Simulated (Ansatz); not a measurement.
# YGe12: what a guessed cell relaxes into, part 2 of 2

The task: take a trial cell of YGe12 to zero force and stress.

Ansatz 0.2.0; DFT PBE, scalar-relativistic, plane waves, PAW. The steps go on from the part before.

**4. Full relaxation**

The end of the coarse run is made exact in the group found at a tolerance of 0.06 Å and reduced to its primitive cell.

input.yaml reads:

```yaml
crystal:
  lattice:
    - [6.5029359283, 0.0, 0.0]
    - [0.0, 6.5029359283, 0.0]
    - [0.0, 0.0, 7.358112241]
  atoms:
    - { symbol: "Y", position: [0.0, 0.0, 0.5] }
    - { symbol: Ge, position: [0.3046606736, 0.3046606736, 0.6870191828] }
    - { symbol: Ge, position: [0.6953393264, 0.6953393264, 0.6870191828] }
    - { symbol: Ge, position: [0.6953393264, 0.3046606736, 0.6870191828] }
    - { symbol: Ge, position: [0.3046606736, 0.6953393264, 0.6870191828] }
    - { symbol: Ge, position: [0.6953393264, 0.3046606736, 0.3129808172] }
    - { symbol: Ge, position: [0.3046606736, 0.6953393264, 0.3129808172] }
    - { symbol: Ge, position: [0.3046606736, 0.3046606736, 0.3129808172] }
    - { symbol: Ge, position: [0.6953393264, 0.6953393264, 0.3129808172] }
    - { symbol: Ge, position: [0.8076954631, 0.8076954631, 0.0] }
    - { symbol: Ge, position: [0.1923045369, 0.1923045369, 0.0] }
    - { symbol: Ge, position: [0.1923045369, 0.8076954631, 0.0] }
    - { symbol: Ge, position: [0.8076954631, 0.1923045369, 0.0] }
basis:
  ecutwfc: 420
kpoints:
  mp_grid: { grid: [6, 6, 6] }
hamiltonian:
  xc: pbe
scf:
  occupations: { method: gaussian, width: 0.1 }
output:
  forces: true
  stress: true
  eigenvalues: true
  write_density: true
  write_potential: true
  elf: true
  volumetric_format: npy
relax:
  adjacent_minimum: "off"
  f_tol: 0.01
  max_steps: 80
  cell: { stress_tol: 0.05 }
```

Run with:

```bash
> ansatz run input.yaml --threads 1 --pin off --max-ram 2560MiB --backend cpu --events-out ev --progress --plain --runs-dir out
```

The program printed:

```text
Warning: RAYON_NUM_THREADS=1 ignored (pool sized by the plan → 1); use --threads N
Engine: ansatz 0.2.0, aarch64-unknown-linux-gnu
Pseudopotentials: kind: paw
Pseudopotential: Y, paw, valence charge 11, recommended cutoff 420 eV (normal), Y.paw.azcp
Pseudopotential: Ge, paw, valence charge 14, recommended cutoff 420 eV (normal), Ge.paw.azcp
Functional definition: PBE
  parameter kappa = 0.804
  parameter beta = 0.06672455060314922
  exchange = pbe_x(kappa = kappa, mu = beta*pi^2/3)
  correlation = pbe_c(beta = beta)
Crystal: 13 atoms, lattice volume = 311.161 Å³
Basis set: ecut = 420 eV, 6077 PW (Γ), exchange–correlation on 90×90×100 points (8 copies of the dense FFT grid, shifted against one another)
Bands: 108, of which v1, the nominal top of the filled ones, is band 90 counted from 1 (89 counted from 0)
Symmetry: 16 space group operations
Space group: P4/mmm (ITA 123), of the structure as read, at distance tolerance 6.8e-5 Å
k-points: 40 of 216
Non-local potential: Y, projectors of the file, l = 0: 3, l = 1: 2, l = 2: 2, l = 3: 1
Non-local potential: Ge, projectors of the file, l = 0: 2, l = 1: 2, l = 2: 3, l = 3: 1
PAW form: soft (Blöchl's): semilocal exchange-correlation on the pseudo side does not see the compensation charge
PAW one-centre angular grid: Y, 590 points (default); XC on 64 Gauss nodes
PAW one-centre angular grid: Ge, 590 points (default); XC on 64 Gauss nodes
Initial density: superposition of atomic densities (neutral atoms: chi_scale 0, normalization atom), corrected by the library's trained network
Initial wavefunctions: pseudopotential atomic-orbital guess
Functional: x = pbe(κ = 0.804, μ = 0.2195149727645171), c = pbe(β = 0.06672455060314922)
SCF iter   1: F=—  HF=-55387.073734 eV  |F-HF|=—  |Δ(HF+E_count)|=         —  Δρ=2.61e-3  dr2=6.04e-2  ethr=1.77e-3  ⟨swp⟩=5.8  Hψ=14436  notcnv=0  defer=23
preconditioner: auto → LDOS  [metal: Δε(μ)=0.028 eV  Ē_g=21.491 eV  σ=0.100 eV  W_gap=0.16  n_scr=80 (ndim 8)  ℏωp=28.0 eV  f_vac=0.051  D(μ)=4.53/eV (n_scr^D=26)  β→1.0]
SCF iter   2: F=—  HF=-55387.067369 eV  |F-HF|=—  |Δ(HF+E_count)|=   6.36e-3  Δρ=7.33e-4  dr2=2.45e-3  ethr=3.38e-5  ⟨swp⟩=2.0  Hψ=5879  notcnv=0  defer=47
SCF iter   3: F=—  HF=-55387.067534 eV  |F-HF|=—  |Δ(HF+E_count)|=   1.64e-4  Δρ=3.21e-4  dr2=1.00e-3  ethr=1.37e-6  ⟨swp⟩=2.0  Hψ=7352  notcnv=0  defer=47
SCF iter   4: F=—  HF=-55387.067358 eV  |F-HF|=—  |Δ(HF+E_count)|=   1.76e-4  Δρ=1.08e-4  dr2=7.34e-5  ethr=5.60e-7  ⟨swp⟩=2.0  Hψ=7133  notcnv=0  defer=47
SCF iter   5: F=—  HF=-55387.067046 eV  |F-HF|=—  |Δ(HF+E_count)|=   3.12e-4  Δρ=3.38e-5  dr2=7.28e-6  ethr=4.10e-8  ⟨swp⟩=2.0  Hψ=4894  notcnv=0  defer=47
SCF iter   6: F=—  HF=-55387.067045 eV  |F-HF|=—  |Δ(HF+E_count)|=   2.17e-7  Δρ=1.07e-5  dr2=6.81e-7  ethr=4.06e-9  ⟨swp⟩=2.0  Hψ=7240  notcnv=0  defer=47
SCF iter   7: F=-55387.067045 eV  HF=-55387.067045 eV  |F-HF|=1.15e-8  |Δ(HF+E_count)|=   7.93e-8  Δρ=2.69e-6  dr2=2.51e-8  ethr=5.59e-11  ⟨swp⟩=13.2  Hψ=31380  notcnv=0
SCF 1 converged in 7 iterations: F = -55387.067045 eV  dr2 = 2.51e-8
relax step   1: F+E_penalty+E_count = -55387.06704525 eV  Δ(F+E_penalty+E_count) = +0.000e0 eV  max|allowed force component| = 4.188e-2 eV/Å  Δτ_max = 0.0000 Å  P = +0.078 GPa  Ω = 311.161 Å³  (7 SCF iters, dr2 threshold 1.00e-7 eV, accepted)
[... 12 lines left out ...]
relax step   2: F+E_penalty+E_count = -55387.06850291 eV  Δ(F+E_penalty+E_count) = -1.458e-3 eV  max|allowed force component| = 2.869e-3 eV/Å  Δτ_max = 0.0069 Å  P = -0.056 GPa  Ω = 312.182 Å³  energy of the carried Pulay correction = -1.468e-4 eV  (5 SCF iters, dr2 threshold 1.10e-7 eV, accepted)
[... 8 lines left out ...]
relax step   3: F+E_penalty+E_count = -55387.06862970 eV  Δ(F+E_penalty+E_count) = -1.268e-4 eV  max|allowed force component| = 1.749e-3 eV/Å  Δτ_max = 0.0006 Å  P = -0.012 GPa  Ω = 311.986 Å³  energy of the carried Pulay correction = -1.187e-4 eV  (4 SCF iters, dr2 threshold 3.18e-8 eV, accepted)
[... 10 lines left out ...]
relax step   4: F+E_penalty+E_count = -55387.06875638 eV  Δ(F+E_penalty+E_count) = -1.267e-4 eV  max|allowed force component| = 1.739e-3 eV/Å  Δτ_max = 0.0000 Å  P = -0.012 GPa  Ω = 311.986 Å³  stress off target by 2.12e-2 GPa  SCF on the basis re-selected at this cell (its energy is not comparable with the rows above)  (7 SCF iters)
basis re-selected at this cell: Δ(F+E_penalty+E_count) = -1.267e-4 eV, ΔP = -0.000 GPa vs the last step (what re-selecting the basis moved, of the pressure what is left beyond the Pulay correction that the steps carried, after the strain that the cell walked since its last selection, with what the two solves' SCF thresholds leave and, on support functions, any second-order correction that the steps lacked; it is no measure of the basis error at this ecutwfc). This SCF's stress stands 2.12e-2 GPa from its target on what of the cell is left free (relax.cell.stress_tol is 5.00e-2 GPa) and its largest allowed force component is 1.74e-3 eV/Å (relax.f_tol is 1.00e-2 eV/Å): within both
SCF converged after 7 iterations
Free energy (F): -55387.068756 eV
Harris-Foulkes:  -55387.068756 eV  (|F-HF|=3.64e-11)
Internal energy: -55387.046968 eV  (E = F + TS)
E sigma→0 (E₀):  -55387.057862 eV
Entropy (-TS):   -0.021788 eV (-1.676 meV/atom)
Fermi energy:    7.973298 eV
--- Per-component energies (eV) ---
  E_band       = -1950.867445
  E_kinetic    = 1631.484407
  E_local      = -30800.926227  (includes V_loc(G=0)·N_el)
  E_nonlocal   = 5056.451212
  E_hartree    = 13455.597560
  E_xc         = -1076.782983
  E_vxc        = -969.272428  (∫ρ·V_xc dr)
  E_paw        = -27048.105958  (= ΣΔE_a)
  E_vpaw       = -3779.803458  (= ΣTr[D̂ρ^β])
  E_aug_tail   = 0.003695  (compensation charges beyond the density's cutoff)
  E_ewald      = -16604.768673
  E_smearing   = -0.021788  (= −TS)
  E_closure    = 0.000000  (closes the sum)
  Σ components = -55387.068756   (vs F -55387.068756, Δ=0.00e0)
--- Forces (eV/Å), atoms counted from 1 ---
  atom   1  Y     -0.00000000     0.00000000     0.00000000
  atom   2  Ge    -0.00048016    -0.00048016     0.00173879
  atom   3  Ge     0.00048016     0.00048016     0.00173879
  atom   4  Ge     0.00048016    -0.00048016     0.00173879
  atom   5  Ge    -0.00048016     0.00048016     0.00173879
  atom   6  Ge     0.00048016    -0.00048016    -0.00173879
  atom   7  Ge    -0.00048016     0.00048016    -0.00173879
  atom   8  Ge    -0.00048016    -0.00048016    -0.00173879
  atom   9  Ge     0.00048016     0.00048016    -0.00173879
  atom  10  Ge     0.00157699     0.00157699     0.00000000
  atom  11  Ge    -0.00157699    -0.00157699     0.00000000
  atom  12  Ge    -0.00157699     0.00157699     0.00000000
  atom  13  Ge     0.00157699    -0.00157699     0.00000000
  max |Σ_I F_I| component: 3.90e-18 eV/Å
--- Stress (GPa, compression-positive) ---
       -0.006901       0.000000       0.000000
        0.000000      -0.006901       0.000000
        0.000000       0.000000      -0.021153
  P = ⅓ Tr σ = -0.0117 GPa (-0.117 kbar)
--- Band table (eV; the first three rows and the last of 40) ---
  k-point 0: bands = ["-35.2147", "-16.4487", "-16.4255", "-16.4255", "-16.4108", "-16.3972", "-16.3751", "-16.3739", "-16.3739", "-16.3715", "-16.3613", "-16.3541", "-16.3482", "-16.3482", "-16.3239", "-16.3127", "-16.3076", "-16.3026", "-16.2966", "-16.2966", "-16.2941", "-16.2933", "-16.2782", "-16.2782", "-16.2661", "-16.2653", "-16.2653", "-16.2624", "-16.2624", "-16.2567", "-16.2517", "-16.2400", "-16.2392", "-16.2392", "-16.2375", "-16.2301", "-16.2247", "-16.2247", "-16.2236", "-16.2236", "-16.2164", "-16.2162", "-16.2162", "-16.1954", "-16.1954", "-16.1920", "-16.1920", "-16.1894", "-16.1704", "-16.1693", "-16.1614", "-16.1557", "-16.1423", "-16.1423", "-16.1273", "-16.1202", "-16.1202", "-16.1147", "-16.1077", "-16.0966", "-16.0933", "-15.2180", "-15.1698", "-15.1698", "-3.9536", "-1.9536", "-1.7109", "-1.5886", "-1.5886", "0.5843", "0.6588", "0.6588", "0.9223", "0.9223", "3.0701", "3.2707", "3.6466", "3.6778", "4.1671", "4.4162", "5.5873", "5.5873", "5.9389", "6.1906", "6.3882", "6.3882", "7.3729", "7.3729", "8.1132", "8.4063", "9.0536", "9.0536", "10.2225", "10.2955", "10.3107", "10.6733", "10.6733", "11.0548", "11.2472", "11.4452", "11.4452", "11.5020", "12.1664", "12.4093", "12.4093", "13.1858", "13.4175", "13.8020"]
[... 3 lines left out ...]
--- Relaxed structure (3 steps of the walk, 3 accepted, 1 SCFs on fresh bases) ---
  F+E_penalty+E_count = -55387.06875638 eV   max|allowed force component| = 1.739e-3 eV/Å   (the final SCF, on the basis selected at the relaxed cell)
  cell:  # Å, volume = 311.9857 Å³
    - [6.5135779314170055, 6.930843762568426e-35, 0.0]
    - [6.930843762568426e-35, 6.5135779314170055, 0.0]
    - [0.0, 0.0, 7.353521959217114]
  atoms:
    - { symbol: Y, position: [1.3466252233685407e-20, 3.8475006381958384e-21, 0.49999999999999994] }
    - { symbol: Ge, position: [0.30512727141303625, 0.30512727141303625, 0.6877636201743471] }
    - { symbol: Ge, position: [0.6948727285869638, 0.6948727285869638, 0.6877636201743471] }
    - { symbol: Ge, position: [0.6948727285869638, 0.30512727141303625, 0.6877636201743471] }
    - { symbol: Ge, position: [0.30512727141303625, 0.6948727285869638, 0.6877636201743471] }
    - { symbol: Ge, position: [0.6948727285869638, 0.30512727141303625, 0.3122363798256527] }
    - { symbol: Ge, position: [0.30512727141303625, 0.6948727285869638, 0.3122363798256527] }
    - { symbol: Ge, position: [0.30512727141303625, 0.30512727141303625, 0.3122363798256527] }
    - { symbol: Ge, position: [0.6948727285869638, 0.6948727285869638, 0.3122363798256527] }
    - { symbol: Ge, position: [0.8075863072619602, 0.8075863072619602, 9.209241930663288e-21] }
    - { symbol: Ge, position: [0.1924136927380397, 0.1924136927380397, 9.209241930663288e-21] }
    - { symbol: Ge, position: [0.1924136927380397, 0.8075863072619602, 9.209241930663288e-21] }
    - { symbol: Ge, position: [0.8075863072619602, 0.1924136927380397, 9.209241930663288e-21] }
```

Run time: 5.9 min. Hardware: 1 thread of Arm Neoverse V1, shared host; peak memory 1.2 GiB.

The steps of the relaxation:

```csv
step,E - E(step 1) (eV/cell),largest force component (eV/Å),pressure (GPa),volume (Å³)
1,0.0000,0.0419,0.08,311.16
2,-0.0015,0.0029,-0.06,312.18
3,-0.0016,0.0017,-0.01,311.99
4,-0.0017,0.0017,-0.01,311.99
```

Step 1 is the start. Step 4 repeats the geometry before it on a plane-wave basis chosen anew for that cell, so its energy need not be comparable with the rows above.

|  | before | after | change |
| --- | --- | --- | --- |
| a (Å) | 6.503 | 6.514 | +0.2 % |
| b (Å) | 6.503 | 6.514 | +0.2 % |
| c (Å) | 7.358 | 7.354 | -0.1 % |
| volume (Å³/atom) | 23.94 | 24.00 | +0.3 % |
| shortest distance (Å) | 2.501 | 2.507 | +0.2 % |
| space group (0.01 Å) | P4/mmm | P4/mmm | same |

Forces and stress were held to the start's 16 operations: a distortion of lower symmetry was not tested.

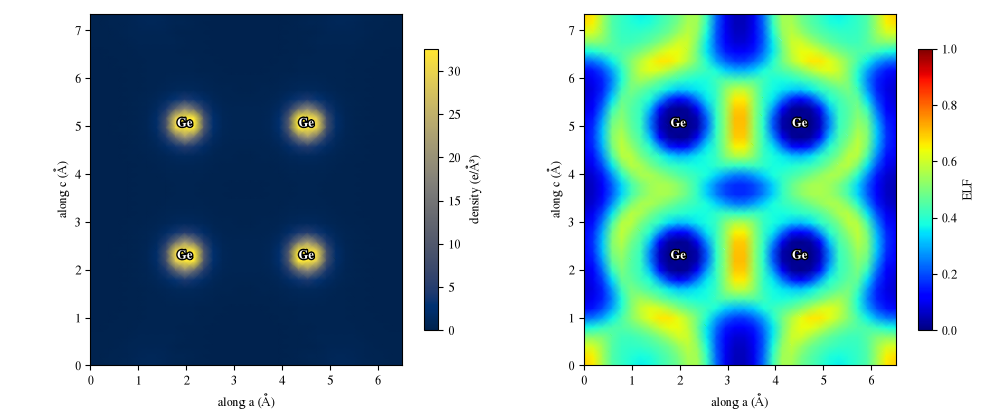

Density (left) and ELF (right) in a lattice plane of the grid's cell (edges 6.51 and 7.35 Å, at 0.305 of the third edge), which holds Ge. Only atoms in the plane are labelled; the density scale stops at 32.58 e/Å³. Both are smooth fields of the valence electrons: close to the nuclei they are not physical.

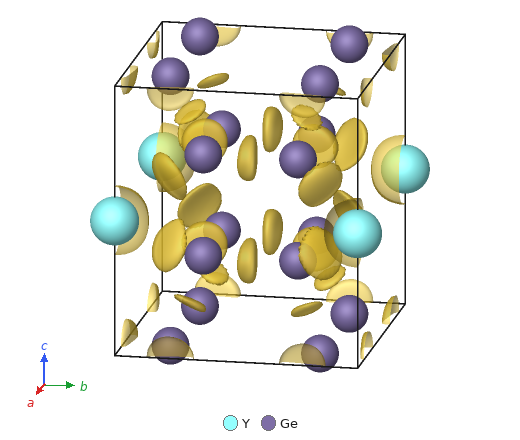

Surface of ELF = 0.64, drawn in one cell.

Maxima of ELF outside the ion cores: 0.76 on the Ge–Ge line, 1.3 Å from Ge; 0.70 on the Ge–Y line, 1.3 Å from Ge.

**5. What came out**

This closing draws on all 2 parts. Changes of volume or cell count from the first structure of part 1.

| quantity | value |
| --- | --- |
| symmetry at the end (tolerance 0.05 Å) | space group P4/mmm (No. 123) |
| conventional cell | a = 6.514 Å, b = 6.514 Å, c = 7.354 Å, α = 90.00°, β = 90.00°, γ = 90.00° |
| volume | 24.00 Å³/atom |
| energy over the elements | +0.11 eV/atom |
| gap on the mesh | none (metal) |

**Reading.** The space group P4/mmm (No. 123) is kept, and the volume per atom grows by 8.0 % from the first guess. With a positive formation energy it can't be a ground state. No finished test with a distortion of lower symmetry is shown, so the end may be a saddle point.
